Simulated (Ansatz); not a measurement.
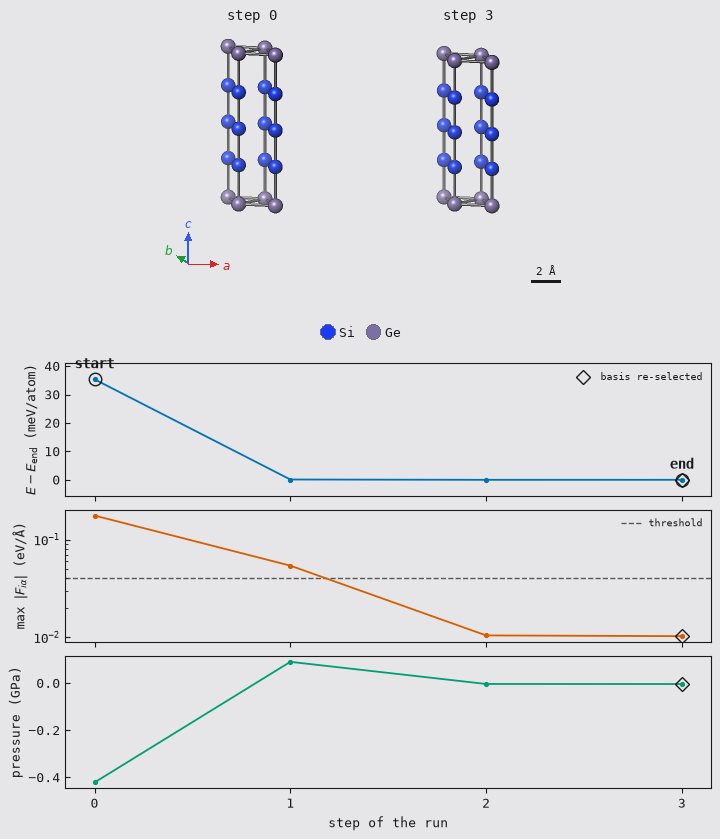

First and last geometry of a relaxation of crystalline Si3Ge (a generated structure, set up in P6/mmm) (coarse preliminary run), with the history of the run. A ball-and-stick model of the cell of the calculation, seen slightly off an axis.

Method: DFT PBE, scalar-relativistic, plane waves, PAW (Ansatz 0.2.0).

The input:
```yaml
crystal:
  lattice:
    - [2.6556879408, 0.0, 0.0]
    - [-1.3278439704, 2.2998932212, 0.0]
    - [0.0, 0.0, 10.7917087912]
  atoms:
    - { symbol: Si, position: [0.0, 0.0, 0.5] }
    - { symbol: Si, position: [0.0, 0.0, 0.7415312181] }
    - { symbol: Si, position: [0.0, 0.0, 0.2584687819] }
    - { symbol: Ge, position: [0.0, 0.0, 0.0] }
basis:
  ecutwfc: 420
kpoints:
  mp_grid: { grid: [9, 9, 2] }
hamiltonian:
  xc: pbe
scf:
  occupations: { method: gaussian, width: 0.1 }
  lower_state_search: "off"
output:
  forces: true
  stress: true
  eigenvalues: true
relax:
  adjacent_minimum: "off"
  f_tol: 0.04
  max_steps: 70
  cell: { stress_tol: 0.4 }
```

Launched with:
```bash
ansatz run input.yaml --threads 1 --pin off --max-ram 2048MiB --backend cpu --events-out ev --progress --plain --runs-dir out
```

> What do the curves and the structures tell?

It converged. The largest moves relative to the cell, 0.007 Å, are those of Si2 and Si3. Si2 goes along +c. Ge stays in place. The drawn cell changes as follows: a = b 2.656 → 2.693 Å (+1.4 %), c 10.792 → 10.272 Å (−4.8 %); the volume changes by −2.1 %. Among the contacts that change: Si2–Ge4 2.789 → 2.648 Å, Si1–Si2 2.607 → 2.488 Å, Ge4–Ge4 2.656 → 2.693 Å. The space group stays P6/mmm (No. 191). After 2 accepted moves (3 points after the start) the energy has fallen by 35.4 meV per atom. Largest force component: 0.18 eV/Å at the start, 0.01 eV/Å at the end. Pressure: −0.42 GPa at the start and 0.00 GPa at the end. The SCF was repeated once at an unchanged geometry on a basis and grid sized afresh for the cell, which shifted the energy by less than 0.05 meV per atom at most.
